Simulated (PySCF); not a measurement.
C₅H₉N

```xyz
15

C    -0.9326   -1.3002   -0.0299
C    -0.6279   -0.0094   -0.0054
C    -1.6516    1.0578   -0.2468
C     0.7410    0.4991    0.2667
C     1.9345   -0.1579   -0.3313
N     1.6882   -0.2316    1.0851
H    -0.2043   -2.0772    0.1388
H    -1.9353   -1.6383   -0.2243
H    -1.3371    1.6995   -1.0691
H    -1.7595    1.6809    0.6405
H    -2.6168    0.6220   -0.4889
H     0.7975    1.5733    0.4121
H     2.7816    0.4530   -0.6138
H     1.7819   -1.0317   -0.9541
H     1.3360   -1.1315    1.3986
```

Geometry: GFN2-xTB.

Theory: PBE0/pcSseg-1, SCF density, gas phase, non-relativistic (PySCF 2.14.0).

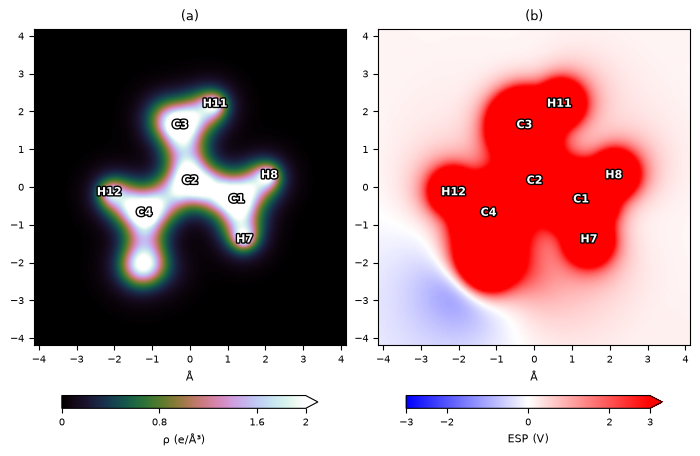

Figure 1. (a) total electron density; (b) molecular electrostatic potential on the plane of atoms C3, C2 and C4.

Question: Read the bonding off the picture.

Answer: Atoms in the plane: C and H. C–C (1.33 Å): the density is about 2.3 e/Å³ at the midpoint. C–C (1.49 Å): ρ is about 1.8 e/Å³ halfway. C–H (1.08 Å): ρ at the midpoint is about 2 e/Å³. Outside the dense part of the molecule the potential is most negative (−1.0 V) near N6, which lies off the plane.

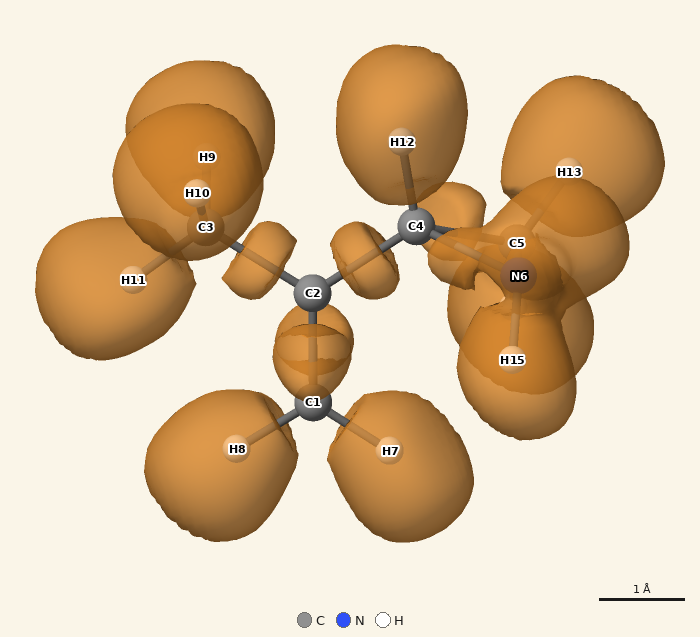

Figure 2. Isosurface of the ELF at 0.75 (orange), seen at a tilt. Core shells and regions of very low density are left out.

Question: Identify the bonds, lone pairs and shells in this picture.

Answer: The ELF exceeds this value in four regions between bonded C–C atoms (shared pairs), eight regions around hydrogen nuclei and one joined region spread over several atoms (H, N), in which their bonds and any lone pairs are merged.


C–C (1.33 Å): the ELF peaks at about 0.95 between the atoms (a short, multiple covalent bond). C–N (1.44 Å): the ELF peaks at about 0.85 between the atoms; a covalent bond.

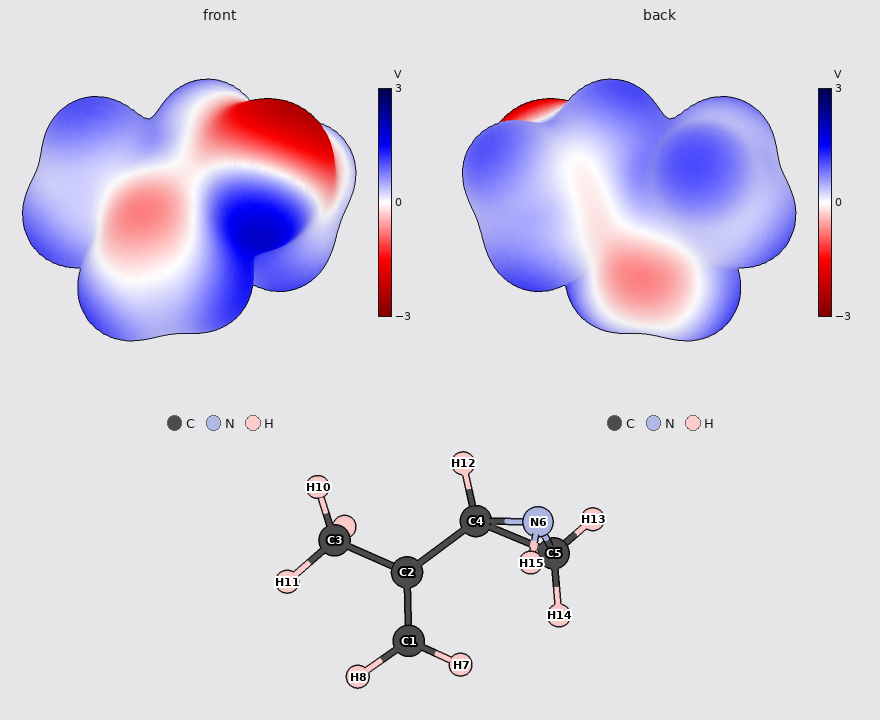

Figure 3. The molecular electrostatic potential painted on the density surface at 0.004 e/bohr³, seen from the front and from behind; red is negative and blue positive. The bare structure is drawn below in the same view.

Question: Describe the electrostatic potential map.

Answer: The most negative region (about −2.3 V) lies over N6, the most positive (about +1.9 V) over H15. N6 is the likeliest acceptor of a hydrogen bond.
